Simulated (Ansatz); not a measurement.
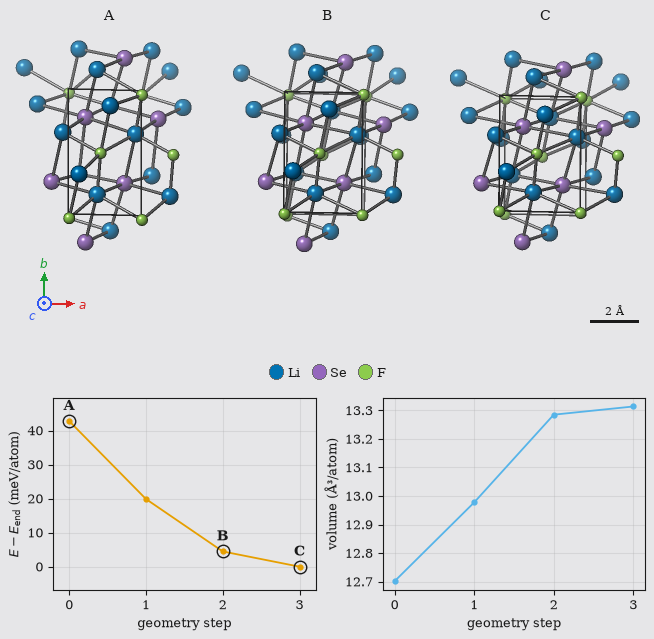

Frames of a relaxation of crystalline Li2SeF (a generated structure, set up in P1) (coarse preliminary run), marked on the history of the run. A ball-and-stick model of the cell of the calculation, seen along the c axis.

Method: DFT PBE, scalar-relativistic, plane waves, PAW (Ansatz 0.2.0). (plane-wave cutoff 420 eV; k-point mesh 8 × 4 × 8; occupations gaussian; smearing width 0.2 eV; no spin polarisation; cell and atoms relaxed; force threshold 0.025 eV/Å; at most 60 steps)

> What happens along the run?

The run was cut off at its time limit before the relaxation converged, so the last structure is only a point on the way. Over 3 geometry steps the energy falls by 42.8 meV per atom. Largest force component: 0.75 eV/Å at the start, 0.13 eV/Å at the end. Pressure: 3.40 GPa at the start and 0.09 GPa at the end. The largest moves relative to the cell, 0.17 Å, are those of Li atoms. Largest moves by element: Li 0.17 Å, Se 0.17 Å, F 0.16 Å. Cell: a 3.156 → 3.531 Å (+11.9 %), b 5.334 → 4.926 Å (−7.7 %), c 6.295 → 6.444 Å (+2.4 %), α 99.2° → 97.7°, β 103.7° → 106.4°, γ 89.2° → 88.7°. Volume +4.8 %. Among the contacts that change: Se–Se 3.156 → 3.531 Å, F–Li 2.180 → 2.526 Å, F–Li 2.199 → 1.867 Å, F–Li 2.015 → 2.330 Å. Among the angles between lasting bonds that change: Li–Se–Li 69.0° → 81.4°, Se–Li–Se 69.0° → 81.4°, Se–Li–F 102.6° → 90.9°. The space group stays P1 (No. 1). From step 0 to 2: a Se atom moves most (0.18 Å), volume +4.6 %, energy −38.3 meV per atom. From step 2 to 3: a Li atom moves most (0.11 Å), volume +0.2 %, energy −4.5 meV per atom.

```tsv
step	E − E(0), meV/atom	largest force component, eV/Å	pressure, GPa	volume, Å³/atom
0	0.00	0.7498	3.40	12.701
1	-22.90	0.4363	1.60	12.977
2	-38.31	0.2414	0.04	13.285
3	-42.78	0.1320	0.09	13.314
```
